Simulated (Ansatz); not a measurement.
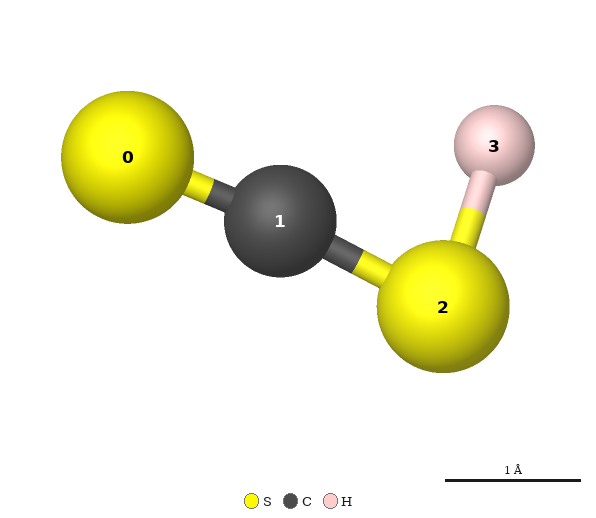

The picture shows the input geometry. Atoms are numbered from 0, in the order of the input.

The calculation was set up as follows.

```yaml
crystal:
  periodic: [false, false, false]
  atoms:
    - {symbol: S, position_ang: [-1.194561, 0.222073, 1.083576]}
    - {symbol: C, position_ang: [-0.447908, -0.009855, 0.125229]}
    - {symbol: S, position_ang: [0.265537, -0.302536, -1.005019]}
    - {symbol: H, position_ang: [1.376932, 0.090319, -0.203787]}
basis:
  gaussian: {orbitals: def2-SVP}
total_charge: 1
hamiltonian: {xc: pbe, dispersion: d4}
relax: {f_tol: 0.03, max_steps: 250}
```

It was started with:

```sh
ansatz run in.yaml --threads 2 --pin off --events-out ev --progress --plain --max-ram 4352MiB
```

What the program printed (its end):

```
mean field -22696.83857119 eV, -834.0934330216 hartree, gradient 5.1e-5 eV, S^2 0.000000; 1 other end points of the search recorded, 0 dependent functions left out
the calculation of the forces begins
reference -22696.83858950 eV, -834.0934336943 hartree; 19, 19 occupied and 36, 36 virtual orbitals, 626 factors
Total energy: -22696.91800752 eV, -834.0963522529 hartree
Atom 0 at    -1.541598     0.256551     1.307714 Å, force    -0.007139    -0.000129     0.002080 eV/Å
Atom 1 at    -0.524496     0.006017     0.199629 Å, force     0.011127    -0.001712    -0.009019 eV/Å
Atom 2 at     0.456253    -0.308080    -1.087736 Å, force    -0.008570     0.002581     0.010755 eV/Å
Atom 3 at     1.609842     0.045513    -0.419608 Å, force     0.004581    -0.000739    -0.003817 eV/Å
Dipole moment:     0.279087     0.048972     0.051252 e Å
```
